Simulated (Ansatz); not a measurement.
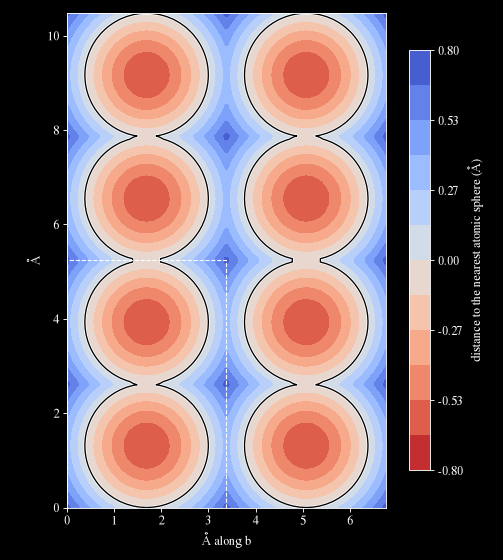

Map of the distance to the nearest atomic sphere in Lu in space group P6_3/mmc, computed on the section x = 0.000 (parallel to b and c; the dashed line is one cell). The black line marks the spheres' surfaces; positive values are empty space; unlabelled circles belong to atoms above or below the section.

The atoms' radii are touching radii (half the shortest distance): Lu 1.63 Å.

The cell is taken from coordinates from a relaxation with DFT LDA, scalar-relativistic, plane waves, PAW in Ansatz.

```cif
data_structure
_symmetry_space_group_name_H-M 'P6_3/mmc'
_symmetry_Int_Tables_number 194
_cell_length_a 3.3837
_cell_length_b 3.3837
_cell_length_c 5.2377
_cell_angle_alpha 90.000
_cell_angle_beta 90.000
_cell_angle_gamma 120.000
_cell_volume 51.93
loop_
_atom_site_label
_atom_site_type_symbol
_atom_site_symmetry_multiplicity
_atom_site_Wyckoff_symbol
_atom_site_fract_x
_atom_site_fract_y
_atom_site_fract_z
_atom_site_occupancy
Lu1 Lu 2 d 0.33333 0.66667 0.75000 1
```

Question: Where is the largest hole in this section, and how large is it?

Answer: At 0.000, 0.000, 0.000 (fractional), where the distance reaches 0.72 Å; it is enclosed by 6 Lu in an octahedral arrangement. It is the largest hole of the crystal.

Question: How much of the crystal lies outside the spheres?

Answer: About 30 % of the cell's volume, and 40 % of this section's area.

Question: What can pass through?

Answer: The largest sphere that fits anywhere has a diameter of 1.44 Å; the largest that can travel through the crystal, about 0.6 Å.
